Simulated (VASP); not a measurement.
Band structure of SrVO3 (cubic perovskite). Computed with r2SCAN meta-GGA with spin-orbit coupling, VASP's PBE PAW potentials (set 64) (plane waves; VASP).

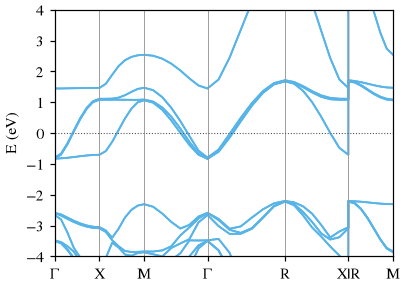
Figure: Bands along high-symmetry lines, zero at the valence-band maximum or, without a gap, the Fermi level

Question: Read the plot: is there a gap, and where are the band edges?

Answer: It has no gap at this level: it comes out as a metal or semimetal.

The compound is SrVO3 in the cubic perovskite structure. It was relaxed first.
